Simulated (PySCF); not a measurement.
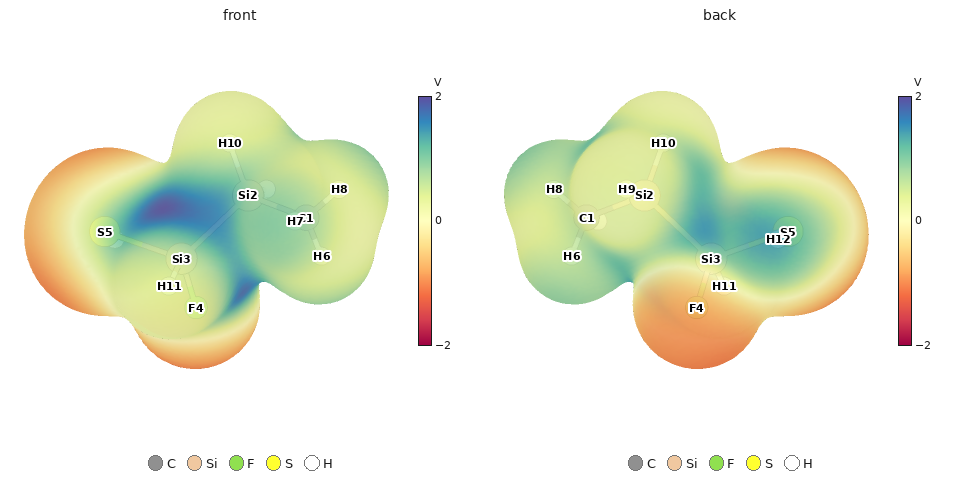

Figure 1: CH$_{7}$FSSi$_{2}$. The molecular electrostatic potential painted on the density surface at 0.002 e/bohr³, seen from the front and from behind; red is negative and blue positive.

Geometry: GFN2-xTB.

Method: PBE0/pcSseg-1, SCF density, gas phase, non-relativistic (PySCF).

```yaml
atoms:
  - { symbol: C, position_ang: [1.7214, 0.8186, 0.8740] }
  - { symbol: Si, position_ang: [-0.1164, 0.3491, 0.8693] }
  - { symbol: Si, position_ang: [-0.5593, -0.8088, -1.0848] }
  - { symbol: F, position_ang: [-0.7504, 0.2724, -2.2768] }
  - { symbol: S, position_ang: [-2.4340, -1.8887, -1.0552] }
  - { symbol: H, position_ang: [1.9736, 1.4364, 0.0164] }
  - { symbol: H, position_ang: [2.3576, -0.0621, 0.8429] }
  - { symbol: H, position_ang: [1.9807, 1.3779, 1.7676] }
  - { symbol: H, position_ang: [-0.9274, 1.5737, 0.9750] }
  - { symbol: H, position_ang: [-0.4165, -0.4700, 2.0514] }
  - { symbol: H, position_ang: [0.3629, -1.7620, -1.6784] }
  - { symbol: H, position_ang: [-3.1910, -0.8372, -1.3274] }
```

Describe the electrostatic potential map.

The most negative region (about −1.0 V, or −23 kcal/mol for a unit charge) lies over F4 and S5, the most positive (about +1.8 V, or +42 kcal/mol for a unit charge) over Si3.

What dipole moment does the calculation give?

Its dipole moment is 2.28 D.
